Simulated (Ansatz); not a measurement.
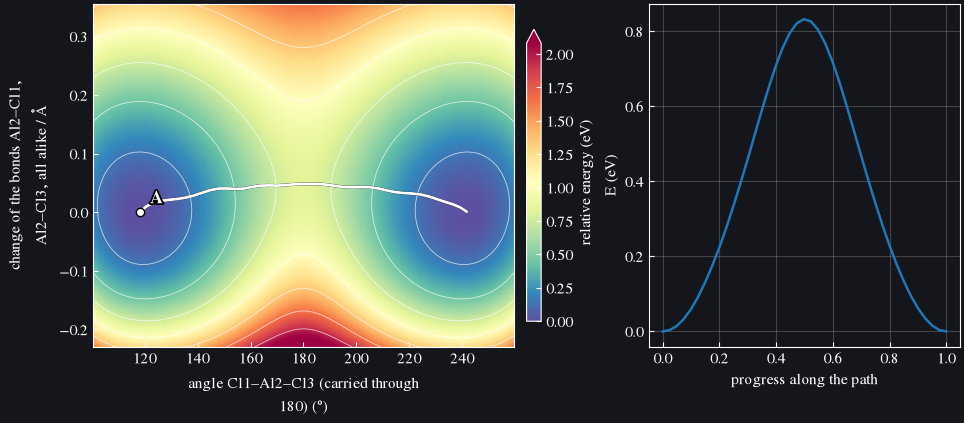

AlCl₂, SMILES [Cl][Al][Cl], spin multiplicity 2. First axis: angle Cl1–Al2–Cl3 (carried through 180). Second axis: change of the bonds Al2–Cl1, Al2–Cl3, all alike. Nothing is relaxed (all other coordinates rigid). The scan uses a 13 × 13 grid; 91 points were computed and 78 follow by symmetry. Points are written as (first, second). All energies are given in eV relative to the relaxed molecule at the same level. These are results of UKS r2SCAN0-D4/def2-TZVP in Ansatz, not measurements.

In the figure: a smooth colour map with a few white contour lines, a line along the lowest path, one colour for all values above the top of the scale, the energy along the path at the right, the start A. Between grid points the surface is interpolated.

**Describe the path and its barrier.**

The easiest path leads from the well at about (118°, 0.00 Å) to a well of about the same depth at about (242°, 0.00 Å). Its highest point lies about 0.83 eV above the bottom of the first well on the interpolated surface, at about (180°, 0.05 Å). The start is the relaxed structure and all else is held, so a fully relaxed path at this level can only be lower.
